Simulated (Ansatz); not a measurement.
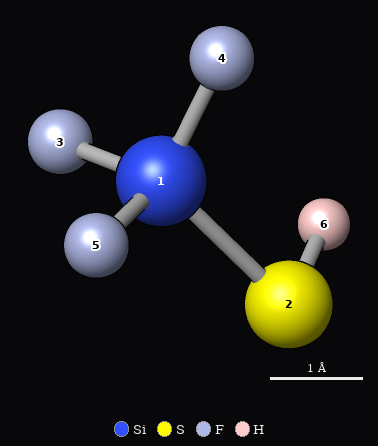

Figure 1. The structure as given in the input (ball-and-stick view, seen at a tilt; atoms are numbered from 1 in the order of the input).

## SiHSF₃: single-point calculation

- system: SiHSF₃
- method: RKS BLYP-D4/def2-TZVPP (Ansatz 0.2.0)

The geometry comes from this level: PBE0-D4/def2-TZVP.

Log
```
Functional definition: BLYP
  name "BLYP"
  cite "Becke, Phys. Rev. A 38, 3098 (1988) doi:10.1103/PhysRevA.38.3098"
  cite "Lee, Yang & Parr, Phys. Rev. B 37, 785 (1988) doi:10.1103/PhysRevB.37.785"
  parameter beta = 0.0042
  parameter a = 0.04918
  parameter b = 0.132
  parameter c = 0.2533
  parameter d = 0.349
  exchange = b88_x(beta = beta)
  correlation = lyp_c(a = a, b = b, c = c, d = d)
1099 factors; their error is unknown
mean field evaluation 1: about -26884.7366 eV, gradient 6.3e1 eV
mean field evaluation 2: about -26869.7672 eV, gradient 1.2e2 eV
mean field evaluation 4: about -26890.1051 eV, gradient 2.6e0 eV
mean field evaluation 8: about -26890.0980 eV, gradient 1.4e-1 eV
mean field evaluation 16: about -26890.0981 eV, gradient 1.4e-5 eV
mean field -26890.09806749 eV, -988.1928772173 hartree, gradient 1.4e-5 eV, S^2 0.000000; 0 other end points of the search recorded, 0 dependent functions left out
reference -26890.09835241 eV, -988.1928876879 hartree; 29, 29 occupied and 162, 162 virtual orbitals, 1099 factors
Total energy: -26890.42701270 eV, -988.2049657305 hartree
```

The run was set up as follows.

The input
```yaml
crystal:
  periodic: [false, false, false]
  atoms:
    - {symbol: Si, position_ang: [0.319559, 0.087756, -0.869887]}
    - {symbol: S, position_ang: [1.232820, -1.139601, 0.553124]}
    - {symbol: F, position_ang: [1.123069, 0.161616, -2.220835]}
    - {symbol: F, position_ang: [0.152521, 1.574166, -0.381197]}
    - {symbol: F, position_ang: [-1.105517, -0.503870, -1.166628]}
    - {symbol: H, position_ang: [2.349991, -0.389434, 0.561645]}
basis:
  gaussian: {orbitals: def2-TZVPP}
hamiltonian: {xc: {name: BLYP}, dispersion: d4}
```

Run as:
```bash
ansatz run in.yaml --threads 4 --pin off --events-out ev --progress --plain --max-ram 9574MiB
```

Summary

| quantity | value |
| --- | --- |
| outcome | converged |
| total energy | −26890.4270 eV |
| mean-field energy | −26890.0984 eV |
| dispersion energy | −0.3287 eV |
| SCF solution under orbital rotations | stable |
| hardware | 4 threads of Arm Neoverse V1, 23 GiB of memory available, shared host |
| wall time | 1.2 s (CPU time 4.4 s) |
| peak memory | 0.46 GiB |
